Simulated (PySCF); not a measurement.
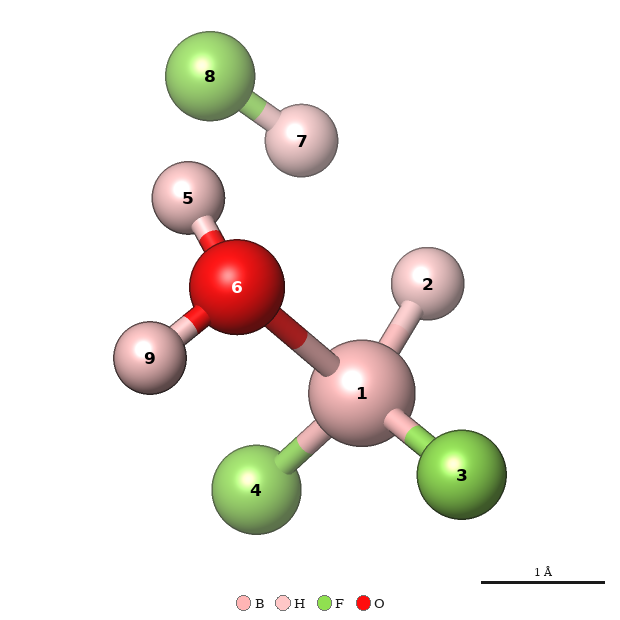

Orthographic view. Depth is shown by fading: the farther an atom, the more it takes the colour of the background. The computed structure is the end point of a PBE0-D4/def2-TZVP optimisation. No frequency run is at hand to confirm it as a minimum.

Write the connection table.

B1: H2, F3, F4, O6
H2: B1
F3: B1
F4: B1
H5: O6
O6: B1, H5, H9
H7: F8
F8: H7
H9: O6
